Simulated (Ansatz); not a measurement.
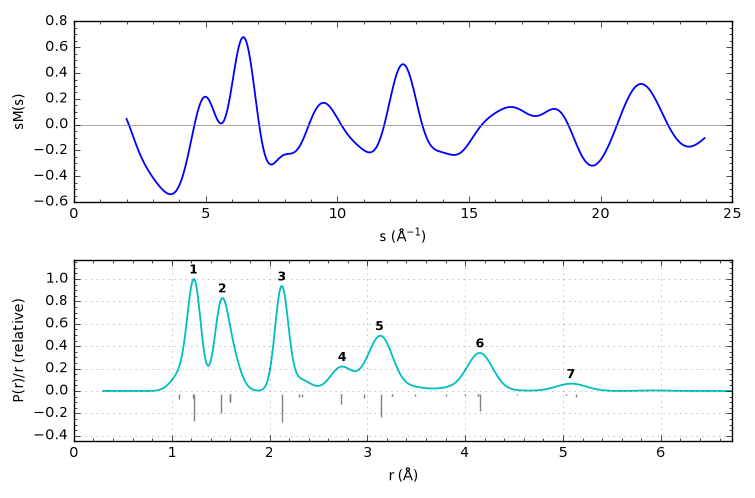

Simulated gas electron diffraction: reduced molecular intensity sM(s) from the Debye equation in the first Born approximation (top) and the radial distribution curve (bottom) of C₂H₄AlB. Each pair of atoms contributes with weight ZᵢZⱼ/r (bars below the curve); damping constant 0.001 Å²; vibrational amplitudes assumed, not computed: 0.05 Å for bonds, 0.078 Å for bonds to H, 0.06 + 0.015 r up to 0.15 Å for other pairs. The geometry is the end point of an optimisation (Ansatz, RKS r2SCAN/def2-SVP); it may be a saddle point or a higher isomer.

### Which pairs of atoms lie under the numbered peaks? Mark bonded pairs by – and others by ···.

Peak 1, 1.23 Å: C–H 1.08 Å, B–H 1.21 Å, C–C 1.23 Å, not resolved
Peak 2, 1.52 Å: C–B 1.50 Å, Al–H 1.60 Å (×2), not resolved
Peak 3, 2.13 Å: Al–B 2.12 Å, C···H 2.31–2.33 Å (×2), not resolved
Peak 4, 2.74 Å: C···B 2.73 Å
Peak 5, 3.13 Å: Al···H 2.97 Å, Al···C 3.14 Å, B···H 3.25 Å (×2), not resolved
Peak 6, 4.15 Å: C···H 4.13 Å (×2), Al···C 4.15 Å
Peak 7, 5.08 Å: C···H 5.03 Å (×2), Al···H 5.13 Å, not resolved
